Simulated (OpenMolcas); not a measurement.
Run report: Pr⁴⁺ complex, multiconfigurational calculation

Pr⁴⁺ with 6 ligands (Cl and Br; tetragonal octahedron, 2.61 Å), neutralised by 6 outer point charges of +0.33 e, whose field is part of the energies. Computed at this level: state-averaged CASSCF, active space 1 electron in the shell 4f, basis ANO-RCC-VDZP on the metal and ANO-RCC-VDZP on the ligands, DKH2 scalar Hamiltonian, spin-orbit coupling by RASSI with atomic mean-field integrals (OpenMolcas).

## Summary

| quantity | value |
| --- | --- |
| outcome | converged |
| energy of the lowest spin-free term | −16282.95860 hartree |
| energy of the lowest spin-orbit level | −16282.96500 hartree |
| largest spread among components of a term | 0.0 cm⁻¹ |
| hardware | 1 thread of Arm Neoverse V1, 24 GiB of memory available, shared host |
| wall time | 40 s |
| peak memory | 0.6 GiB |

## Notes

To bear in mind: covalent bonds, ligand orbitals missing from the active space; distances are set from ionic radii, not optimised.

## Input file
```
&GATEWAY
Coord
7

Pr 0.0 0.0 0.0
Cl 2.610000 0.000000 0.000000
Cl 0.000000 2.610000 0.000000
Cl -2.610000 0.000000 0.000000
Cl 0.000000 -2.610000 0.000000
Br 0.000000 0.000000 2.758770
Br 0.000000 0.000000 -2.758770
Basis=Pr.ANO-RCC-VDZP,Br.ANO-RCC-VDZP,Cl.ANO-RCC-VDZP
Group=XYZ
NoMove
AngMom=0.0 0.0 0.0
AMFI
RICD
XField
3 Angstrom 0
5.410000 0.000000 0.000000 0.333333
0.000000 5.410000 0.000000 0.333333
0.000000 0.000000 5.558770 0.333333
&SEWARD
&RASSCF
FileOrb=start.orb
Symmetry=2
Spin=2
nActEl=1 0 0
Inactive=51 48
Ras2=0 7
CIRoot=7 7 1
SDav=7
CIMx=300
Iter=150 100
PrWF=0.3
OrbListing=Nothing
MaxOrb=0
LevShft=1.0
>>> COPY $Project.JobIph JOB001
&RASSI
NrOfJobIphs=1 7
1 2 3 4 5 6 7
IphNames
JOB001
EJob
SpinOrbit
DIPRint=1.0
SOCoupling=1000.0
Subsets=2
Property=9
'ANGMOM' 1 'ANGMOM' 2 'ANGMOM' 3 'MLTPL  1' 1 'MLTPL  1' 2 'MLTPL  1' 3
'AMFI' 1 'AMFI' 2 'AMFI' 3
SOProperty=3
'ANGMOM' 1 'ANGMOM' 2 'ANGMOM' 3
```

The file start.orb holds starting orbitals from an earlier step. A driver script formed the levels outside the program, from RASSI's spin-orbit matrix and the active-space energies, averaged over the components of each term or state.

Command:
```bash
OMP_NUM_THREADS=1 MOLCAS_MEM=2457 MOLCAS_PROJECT=a pymolcas a.inp > a.log  # once for each step of the input, in one work folder
```

## Output (extracts)
```
--- SEWARD ---
Basis set label: PR.ANO-RCC...7S6P4D2F1G.

      Electronic valence basis set:
      ------------------
      Associated Effective Charge  59.000000 au
      Associated Actual Charge     59.000000 au
      Nuclear Model: Point charge

      Shell  nPrim  nBasis  Cartesian Spherical Contaminant
         s      25       7        X
         p      22       6        X
         d      15       4                 X
         f      11       2                 X
         g       4       1                 X
                  Relativistic Douglas-Kroll-Hess integrals:
                    - DKH order of Hamiltonian: 2
                    - DKH order of Properties : 0
                  Atomic mean-field integrals
--- RASSCF ---
Wave function specifications:
      -----------------------------

      Number of closed shell electrons         198
      Number of electrons in active shells       1
      Max number of holes in RAS1 space          0
      Max nr of electrons in RAS3 space          0
      Number of inactive orbitals               99
      Number of active orbitals                  7
      Number of secondary orbitals              88
      Spin quantum number                      0.5
      State symmetry                             2
Orbital specifications:
      -----------------------

      Symmetry species                           1   2
                                                ag  au
      Frozen orbitals                            0   0
      Inactive orbitals                         51  48
      Active orbitals                            0   7
      RAS1 orbitals                              0   0
      RAS2 orbitals                              0   7
      RAS3 orbitals                              0   0
      Secondary orbitals                        48  40
      Deleted orbitals                           0   0
      Number of basis functions                 99  95
      Number of CSFs                             7
      Number of root(s) required                 7
      Iter CI   SX   CI       RASSCF       Energy    max ROT     max BLB   max BLB  Level Ln srch  Step   QN
          iter iter root      energy       change     param      element    value   shift minimum  type update
 Nr of preliminary CI iterations:   1
      Total energies have been shifted. Add               -16000.00 au
        1   1   15    0  -281.98402865    0.00E+00  -9.05E-02   11  67 2 -4.11E-01*  1.33   0.00    SX    NO
        2   1   16    0  -282.64132605   -6.57E-01*  7.17E-02   46  54 1  2.21E-01*  0.94   0.00    SX    NO
        3   1   15    0  -282.85900893   -2.18E-01*  4.97E-02   46  54 1  1.35E-01*  0.74   0.00    SX    NO
        4   1   15    0  -282.92463522   -6.56E-02*  2.66E-02   46  54 1  6.83E-02*  0.64   0.00    SX    NO
        5   1   14    0  -282.94399492   -1.94E-02* -2.40E-02   46  54 1  3.34E-02*  0.65   2.04    LS   YES
        6   1   14    0  -282.95093068   -6.94E-03* -6.24E-03   12  68 2  1.64E-02*  0.68   1.15    QN   YES
        7   1   13    0  -282.95300876   -2.08E-03* -3.21E-03   43  65 2 -6.49E-03*  0.67   1.53    LS   YES
        8   1   13    0  -282.95328992   -2.81E-04* -2.73E-03   43  52 2  4.79E-03*  0.67   1.03    QN   YES
        9   1   11    0  -282.95356370   -2.74E-04* -1.87E-03   43  52 2  3.22E-03*  0.67   1.69    LS   YES
       10   1   12    0  -282.95361891   -5.52E-05*  1.75E-03   13  70 1  4.35E-03*  0.67   1.01    QN   YES
       11   1   11    0  -282.95367965   -6.07E-05*  1.27E-03   43  52 2  1.65E-03*  0.67   1.73    LS   YES
       12   1   11    0  -282.95369288   -1.32E-05* -1.09E-03    9  68 2  1.90E-03*  0.67   1.01    QN   YES
       13   1   10    0  -282.95370512   -1.22E-05* -6.06E-04   43  52 2  6.06E-04*  0.67   1.56    LS   YES
       14   1   10    0  -282.95370692   -1.80E-06*  2.57E-04   11  67 2  5.05E-04*  0.67   1.00    QN   YES
       15   1    9    0  -282.95370867   -1.74E-06* -1.48E-04    9  68 2 -2.00E-04*  0.67   1.58    LS   YES
       16   1    8    0  -282.95370894   -2.69E-07* -1.39E-04   31  56 1 -2.00E-04*  0.67   1.00    QN   YES
       17   1    8    0  -282.95370918   -2.41E-07* -1.13E-04   43  52 2  9.97E-05   0.67   1.81    LS   YES
       18   1    8    0  -282.95370924   -5.90E-08*  3.42E-05    9  68 2  7.98E-05   0.67   1.00    QN   YES
       19   1    7    0  -282.95370929   -5.13E-08*  3.14E-05    7  66 2  2.65E-05   0.67   1.92    LS   YES
       20   1    7    0  -282.95370930   -1.60E-08* -1.69E-05   46  54 1  4.02E-05   0.67   1.01    QN   YES
       21   1    6    0  -282.95370931   -7.18E-09  -1.73E-05   46  54 1  2.23E-05   0.67   1.64    QN   YES
      Convergence after 21 iterations
       22   1    6    0  -282.95370931   -2.31E-09  -1.73E-05   46  54 1  6.69E-06   0.67   1.64    QN   YES
      Natural orbitals and occupation numbers for root  1
      sym 2:  -0.000000   1.000000  -0.000000  -0.000000   0.000000   0.000000   0.000000
      Natural orbitals and occupation numbers for root  2
      sym 2:  -0.000000  -0.000000   0.000000   0.000000   1.000000  -0.000000   0.000000
      Natural orbitals and occupation numbers for root  3
      sym 2:   0.000000   0.000000   1.000000   0.000000   0.000000   0.000000   0.000000
::    RASSCF root number  1 Total energy: -16282.95860220
::    RASSCF root number  2 Total energy: -16282.95568859
::    RASSCF root number  3 Total energy: -16282.95568859
::    RASSCF root number  4 Total energy: -16282.95539486
::    RASSCF root number  5 Total energy: -16282.95093842
::    RASSCF root number  6 Total energy: -16282.94982626
::    RASSCF root number  7 Total energy: -16282.94982626
--- RASSI ---
SPIN-FREE ENERGIES:
  (Shifted by EMIN (a.u.) =     -16282.9586021987)

 SF State       Relative EMIN(au)   Rel lowest level(eV)    D:o, cm**(-1)

     1             0.0000000000        0.0000000000              0.0000
     2             0.0029136081        0.0792833145            639.4631
     3             0.0029136081        0.0792833145            639.4631
     4             0.0032073378        0.0872761083            703.9293
     5             0.0076637800        0.2085420764           1682.0053
     6             0.0087759338        0.2388053230           1926.0948
     7             0.0087759338        0.2388053230           1926.0948
     Dipole printing threshold changed to   1.00000000E+00
Eigenvalues of complex Hamiltonian:
   -----------------------------------
  (Shifted by EMIN (a.u.) =     -16282.9586021987)

 SO State       Relative EMIN(au)   Rel lowest level(eV)    D:o, cm**(-1)

     1            -0.0063978056        0.0000000000              0.0000
     2            -0.0063978056        0.0000000000              0.0000
     3            -0.0023137227        0.1111335589            896.3526
     4            -0.0023137227        0.1111335589            896.3526
     5            -0.0015730196        0.1312891165           1058.9181
     6            -0.0015730196        0.1312891165           1058.9181
     7             0.0074308496        0.3762968797           3035.0390
     8             0.0074308496        0.3762968797           3035.0390
     9             0.0112645388        0.4806168754           3876.4365
    10             0.0112645388        0.4806168754           3876.4365
    11             0.0115728638        0.4890068285           3944.1061
    12             0.0115728638        0.4890068285           3944.1061
    13             0.0142664971        0.5623043238           4535.2902
    14             0.0142664971        0.5623043238           4535.2902
Weights of the five most important spin-orbit-free states for each spin-orbit state.

 SO State  Total energy (au)           Spin-free states, spin, and weights
 -------------------------------------------------------------------------------------------------------
    1        -0.006398       1 0.5  0.5375    2 0.5  0.1542    3 0.5  0.1542    4 0.5  0.1539    6 0.5  0.0001
    2        -0.006398       1 0.5  0.5375    2 0.5  0.1542    3 0.5  0.1542    4 0.5  0.1539    6 0.5  0.0001
    3        -0.002314       5 0.5  0.3090    3 0.5  0.2862    2 0.5  0.2862    6 0.5  0.0593    7 0.5  0.0593
    4        -0.002314       5 0.5  0.3090    3 0.5  0.2862    2 0.5  0.2862    6 0.5  0.0593    7 0.5  0.0593
    5        -0.001573       4 0.5  0.3768    7 0.5  0.2305    6 0.5  0.2305    2 0.5  0.0811    3 0.5  0.0811
    6        -0.001573       4 0.5  0.3768    7 0.5  0.2305    6 0.5  0.2305    2 0.5  0.0811    3 0.5  0.0811
    7         0.007431       1 0.5  0.4619    3 0.5  0.1910    2 0.5  0.1910    4 0.5  0.1561    7 0.5  0.0000
    8         0.007431       1 0.5  0.4619    3 0.5  0.1910    2 0.5  0.1910    4 0.5  0.1561    7 0.5  0.0000
    9         0.011265       5 0.5  0.4927    2 0.5  0.2107    3 0.5  0.2107    7 0.5  0.0430    6 0.5  0.0430
   10         0.011265       5 0.5  0.4927    2 0.5  0.2107    3 0.5  0.2107    7 0.5  0.0430    6 0.5  0.0430
   11         0.011573       4 0.5  0.3132    6 0.5  0.2694    7 0.5  0.2694    3 0.5  0.0737    2 0.5  0.0737
   12         0.011573       4 0.5  0.3132    6 0.5  0.2694    7 0.5  0.2694    3 0.5  0.0737    2 0.5  0.0737
```

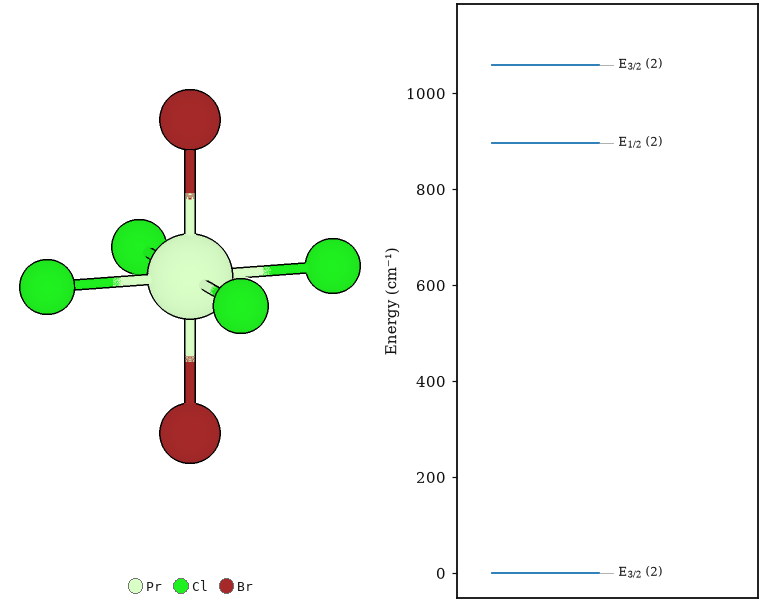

Figure 1. Pr⁴⁺ (4f) with 6 ligands, Cl⁻ with axial Br⁻, at 2.61 Å (arrangement: tetragonal octahedron, D4h), axial distortion 1.057, neutralised by outer point charges of +0.33 e, and its levels. Labels give the representation in O, Td, D4 or D3 as the site allows (double group for half-integer spin) where it could be assigned and, in brackets, the degeneracy; spin-free states, where drawn, share the zero of the spin-orbit levels. The ground level is E₃/₂, a Kramers doublet, 100 % from states of spin multiplicity 2, effective J = 2.53, with |mJ| = 3/2 the largest share (83 %). Its principal g values are 1.20, 1.20 and 1.27. The next level lies at 896 cm⁻¹ (E₁/₂). The lowest J multiplet spreads over 1,060 cm⁻¹. The active orbitals hold 98 to 100 % metal character (Löwdin), and the Mulliken charge of the metal is +1.91.
